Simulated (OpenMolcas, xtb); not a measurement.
## How methods differ on GaHClOF (SMILES [OH][Ga]([F])[Cl])

The species is GaHClOF (5 atoms), meant as a singlet with charge 0. As SMILES, `[OH][Ga]([F])[Cl]`. Geometry: relaxed at PBE0-D4/def2-TZVP. This is one conformer, not always the lowest.

```tsv
atom	x (Å)	y (Å)	z (Å)
O	-0.4114	-1.2129	0.5674
Ga	0.0247	0.1940	-0.3972
F	-0.3418	0.1437	-2.0898
Cl	0.9603	1.9231	0.3823
H	-0.1820	-1.1214	1.4958
```

Quantity: the electronic atomisation energy, in eV. The values are calculated. Electronic energies at fixed atoms, without zero-point motion or spin-orbit coupling.

```
           level            kind     program  value (eV)  CPU time (all runs)
        GFN1-xTB  semi-empirical         xtb       27.44            under 2 s
    HF/def2-SVPD    Hartree–Fock  OpenMolcas       12.00                 53 s
 SVWN5/def2-SVPD             LDA  OpenMolcas       20.26                 79 s
   PBE/def2-SVPD             GGA  OpenMolcas       17.44                 93 s
revPBE/def2-SVPD             GGA  OpenMolcas       16.61                 95 s
  TPSS/def2-SVPD        meta-GGA  OpenMolcas       17.09              1.9 min
r2SCAN/def2-SVPD        meta-GGA  OpenMolcas       17.36              2.2 min
  PBE0/def2-SVPD   global hybrid  OpenMolcas       16.93                 88 s
```

All-electron rows without a relativistic Hamiltonian named are non-relativistic. The values span 12.00 to 27.44 eV. The xTB rows lack spin polarisation, so open shells miss the exchange term that lowers them. CPU times are rough (shared hosts, several kinds of processor): they show what a rung costs within a factor of a few.

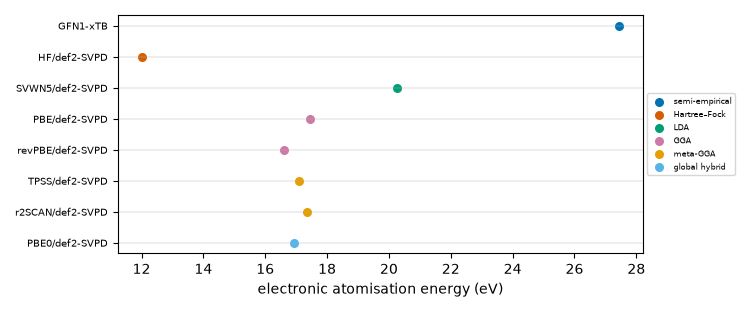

The values of the table, level by level.
